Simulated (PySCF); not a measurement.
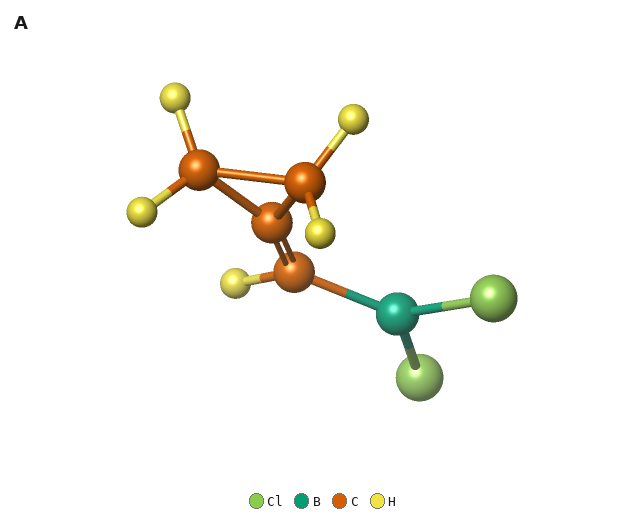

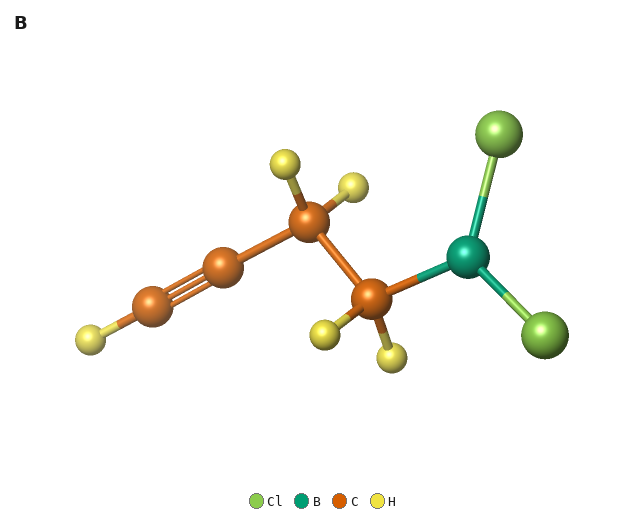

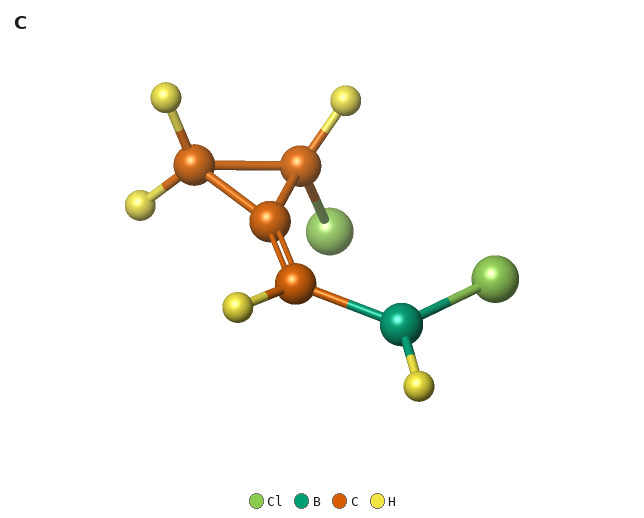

3 stationary structures of one formula. Geometries: GFN2-xTB. Electronic energies: PBE0/pcSseg-1 (PySCF 2.14.0), without zero-point energy. No frequency run is at hand to confirm each as a minimum. Each is one conformer, not always the lowest.

**Which is lowest in energy, and by how much?**

A is lowest; B lies 8.5 kcal/mol above it, C lies 39.2 kcal/mol above it. A is `ClB(Cl)C=C1CC1`, B is `C#CCCB(Cl)Cl`, C is `ClB/C=C1/C[C@@H]1Cl`.

The geometry is semi-empirical. Around B such bond lengths and angles can be off by a tenth of an ångström or more and by several degrees, and values that hang on the shape move with them.
